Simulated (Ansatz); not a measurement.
# FH₃OSiZn: how energies converge with the basis set

How large a basis does FH₃OSiZn need? Two functionals are run in growing sets.

Program: Ansatz 0.2.0, Gaussian basis. Level of theory: one geometry, several basis sets. These are calculated values, not measurements.

Plan: PBE0-D4/def2-SVP; ωB97M-V/def2-SVP; PBE0-D4/def2-QZVPP; ωB97M-V/def2-QZVPP; the functionals' def2-TZVPP values are taken from earlier runs.

## Step 1: The geometry

An earlier PBE0-D4 in a triple-zeta def2 set relaxation fixed the geometry.

SMILES `F[SiH2][O][ZnH]`, 7 atoms, charge 0, spin multiplicity 1.

Atoms are counted from 1 here; the program's logs count them from 0.

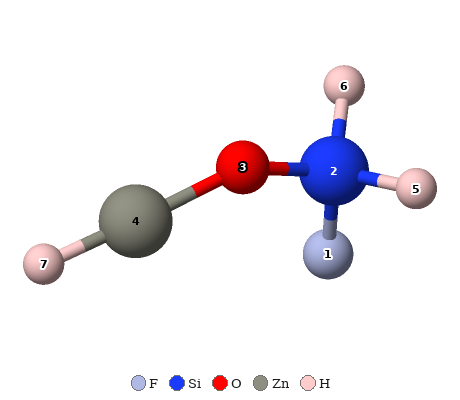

The geometry (fluorine light blue, silicon blue, oxygen red, zinc grey, hydrogen pink); atoms are numbered from 1 in the order of the file.

## Step 2: PBE0-D4 in def2-SVP

in.yaml

```yaml
crystal:
  periodic: [false, false, false]
  atoms:
    - {symbol: F, position_ang: [-0.250943, -0.300996, -1.880036]}
    - {symbol: Si, position_ang: [0.040708, 0.829326, -0.777448]}
    - {symbol: O, position_ang: [0.093951, 0.176689, 0.685185]}
    - {symbol: Zn, position_ang: [-0.032110, -1.344336, 1.587773]}
    - {symbol: H, position_ang: [1.344650, 1.435756, -1.139488]}
    - {symbol: H, position_ang: [-1.066244, 1.810214, -0.884185]}
    - {symbol: H, position_ang: [-0.130002, -2.606664, 2.408209]}
basis:
  gaussian: {orbitals: def2-SVP}
hamiltonian: {xc: pbe0, dispersion: d4}
output: {orbitals: {seedname: orbitals}}
```

Started as:

```sh
ansatz run in.yaml --threads 2 --pin off --events-out ev --progress --plain --max-ram 4352MiB
```

The log of the run:

```text
Functional definition: PBE0
  name "PBE0"
  cite "Adamo & Barone, J. Chem. Phys. 110, 6158 (1999) doi:10.1063/1.478522"
  cite "Perdew, Burke & Ernzerhof, Phys. Rev. Lett. 77, 3865 (1996) doi:10.1103/PhysRevLett.77.3865"
  parent pbe
  parameter a = 0.25
  parameter kappa = 0.804
  parameter beta = 0.06672455060314922
  exchange = (1 - a)*pbe_x(kappa = kappa, mu = beta*pi^2/3) + a*exact_x
  correlation = pbe_c(beta = beta)
871 factors; integrals over basis functions are off by at most 1.1e-3 eV
mean field evaluation 1: about -61078.5946 eV, gradient 6.2e1 eV
mean field evaluation 2: about -61060.9630 eV, gradient 1.1e2 eV
mean field evaluation 4: about -61084.8268 eV, gradient 6.9e0 eV
mean field evaluation 8: about -61084.9844 eV, gradient 2.5e-1 eV
mean field evaluation 16: about -61084.9845 eV, gradient 1.1e-5 eV
mean field -61084.98451136 eV, -2244.8317759027 hartree, gradient 1.1e-5 eV, S^2 0.000000; 0 other end points of the search recorded, 0 dependent functions left out
reference -61084.98454670 eV, -2244.8317772014 hartree; 32, 32 occupied and 60, 60 virtual orbitals, 871 factors
Total energy: -61085.09541856 eV, -2244.8358516675 hartree
```

Run time: 1.1 s. Hardware: 2 threads of AMD EPYC 9B14, shared host.

## Step 3: ωB97M-V in def2-SVP

Changes to in.yaml since step 2:

```diff
@@ -12,3 +12,3 @@
   gaussian: {orbitals: def2-SVP}
-hamiltonian: {xc: pbe0, dispersion: d4}
+hamiltonian: {xc: {name: wB97M-V}}
 output: {orbitals: {seedname: orbitals}}
```

The command is unchanged.

The log of the run, shortened:

```text
Functional definition: wB97M-V
  name "wB97M-V"
  cite "Mardirossian & Head-Gordon, J. Chem. Phys. 144, 214110 (2016) doi:10.1063/1.4952647"
  cite "Becke, J. Chem. Phys. 107, 8554 (1997) doi:10.1063/1.475007"
  cite "Vydrov & Van Voorhis, J. Chem. Phys. 133, 244103 (2010) doi:10.1063/1.3521275"
  # Of w^i u^j: cxij and so on, Table III.
[...]
  gx(w, u) = 1 - cx + cx01*u + cx10*w
  gss(w, u) = css00 + css04*u^4 + css10*w + css20*w^2 + css43*w^4*u^3
  gos(w, u) = cos00 + cos10*w + (cos20 + cos21*u)*w^2 + (cos60 + cos61*u)*w^6
[...]
      + integral(e_c_pw_mod_opposite_spin*gos(b97_w_opposite, b97_u_opposite)) + vv10(b, c)
871 factors; integrals over basis functions are off by at most 1.1e-3 eV
218 factors; integrals over basis functions are off by at most 1.8e-5 eV
[...]
mean field -61095.39890935 eV, -2245.2144979700 hartree, gradient 6.6e-5 eV, S^2 0.000000; 0 other end points of the search recorded, 0 dependent functions left out
reference -61095.39896460 eV, -2245.2145000003 hartree; 32, 32 occupied and 60, 60 virtual orbitals, 871 factors
Total energy: -61095.39896460 eV, -2245.2145000003 hartree
```

It took 4.4 s on 2 threads of AMD EPYC 9B14, shared host.

## Step 4: PBE0-D4 in def2-QZVPP

Changes to in.yaml since step 3:

```diff
@@ -11,4 +11,4 @@
 basis:
-  gaussian: {orbitals: def2-SVP}
-hamiltonian: {xc: {name: wB97M-V}}
+  gaussian: {orbitals: "def2-QZVPP.json"}
+hamiltonian: {xc: pbe0, dispersion: d4}
 output: {orbitals: {seedname: orbitals}}
```

The command is unchanged.

The log of the run:

```text
Functional definition: PBE0
  name "PBE0"
  cite "Adamo & Barone, J. Chem. Phys. 110, 6158 (1999) doi:10.1063/1.478522"
  cite "Perdew, Burke & Ernzerhof, Phys. Rev. Lett. 77, 3865 (1996) doi:10.1103/PhysRevLett.77.3865"
  parent pbe
  parameter a = 0.25
  parameter kappa = 0.804
  parameter beta = 0.06672455060314922
  exchange = (1 - a)*pbe_x(kappa = kappa, mu = beta*pi^2/3) + a*exact_x
  correlation = pbe_c(beta = beta)
1598 factors; their error is unknown
mean field evaluation 1: about -61095.2475 eV, gradient 7.3e1 eV
mean field evaluation 2: about -61063.2689 eV, gradient 1.5e2 eV
mean field evaluation 4: about -61102.5844 eV, gradient 1.3e1 eV
mean field evaluation 8: about -61102.7969 eV, gradient 2.1e-1 eV
mean field evaluation 16: about -61102.8947 eV, gradient 2.9e-5 eV
mean field -61102.89467598 eV, -2245.4899623126 hartree, gradient 2.9e-5 eV, S^2 0.000000; 0 other end points of the search recorded, 0 dependent functions left out
reference -61102.89471675 eV, -2245.4899638111 hartree; 32, 32 occupied and 342, 342 virtual orbitals, 1598 factors
Total energy: -61103.00558862 eV, -2245.4940382771 hartree
```

It took 7.5 s on 2 threads of AMD EPYC 9B14, shared host; peak memory 1.1 GiB.

## Step 5: ωB97M-V in def2-QZVPP

Changes to in.yaml since step 4:

```diff
@@ -12,3 +12,3 @@
   gaussian: {orbitals: "def2-QZVPP.json"}
-hamiltonian: {xc: pbe0, dispersion: d4}
+hamiltonian: {xc: {name: wB97M-V}}
 output: {orbitals: {seedname: orbitals}}
```

Launched as before.

The log of the run, shortened:

```text
Functional definition: wB97M-V
  name "wB97M-V"
  cite "Mardirossian & Head-Gordon, J. Chem. Phys. 144, 214110 (2016) doi:10.1063/1.4952647"
  cite "Becke, J. Chem. Phys. 107, 8554 (1997) doi:10.1063/1.475007"
  cite "Vydrov & Van Voorhis, J. Chem. Phys. 133, 244103 (2010) doi:10.1063/1.3521275"
  # Of w^i u^j: cxij and so on, Table III.
[...]
  gx(w, u) = 1 - cx + cx01*u + cx10*w
  gss(w, u) = css00 + css04*u^4 + css10*w + css20*w^2 + css43*w^4*u^3
  gos(w, u) = cos00 + cos10*w + (cos20 + cos21*u)*w^2 + (cos60 + cos61*u)*w^6
[...]
      + integral(e_c_pw_mod_opposite_spin*gos(b97_w_opposite, b97_u_opposite)) + vv10(b, c)
1527 factors; their error is unknown
293 factors; integrals over basis functions are off by at most 2.4e-5 eV
[...]
mean field -61113.35287581 eV, -2245.8742940677 hartree, gradient 7.0e-5 eV, S^2 0.000000; 0 other end points of the search recorded, 0 dependent functions left out
reference -61113.35294451 eV, -2245.8742965923 hartree; 32, 32 occupied and 342, 342 virtual orbitals, 1527 factors
Total energy: -61113.35294451 eV, -2245.8742965923 hartree
```

Run time: 15 s. Hardware: 2 threads of AMD EPYC 9B14, shared host; peak memory 1.3 GiB.

## Step 6: Density functionals: the series

The def2-TZVPP values come from earlier runs at the same geometry.

| functional | basis | functions | energy (eV) | from the largest (eV) | HOMO (eV) | LUMO (eV) |
| --- | --- | --- | --- | --- | --- | --- |
| PBE0-D4 | def2-SVP | 92 | -61085.0954 | 17.910 | -8.18 | -0.17 |
| PBE0-D4 | def2-TZVPP | 210 | -61101.2304 | 1.775 | -8.40 | -0.48 |
| PBE0-D4 | def2-QZVPP | 374 | -61103.0056 | 0.000 | -8.42 | -0.56 |
| ωB97M-V | def2-SVP | 92 | -61095.3990 | 17.954 | -10.43 | 1.37 |
| ωB97M-V | def2-TZVPP | 210 | -61111.6551 | 1.698 | -10.71 | 0.83 |
| ωB97M-V | def2-QZVPP | 374 | -61113.3529 | 0.000 | -10.73 | 0.54 |

## Step 7: Results

| quantity | value |
| --- | --- |
| PBE0-D4: double and triple zeta above quadruple | 17.91, 1.78 eV |
| ωB97M-V: double and triple zeta above quadruple | 17.95, 1.70 eV |

For PBE0-D4 the step from double to triple zeta gains 16.13 eV and the next only 1.78 eV. These are total energies; as a rule much of such shifts cancels in differences, which this series doesn't test. The LUMO of ωB97M-V is positive and keeps falling with the basis (1.37 to 0.54 eV): an unbound level that the basis holds in place.

For PBE0-D4 the largest set took about 7 times as long as the smallest (7.5 s against 1.1 s).
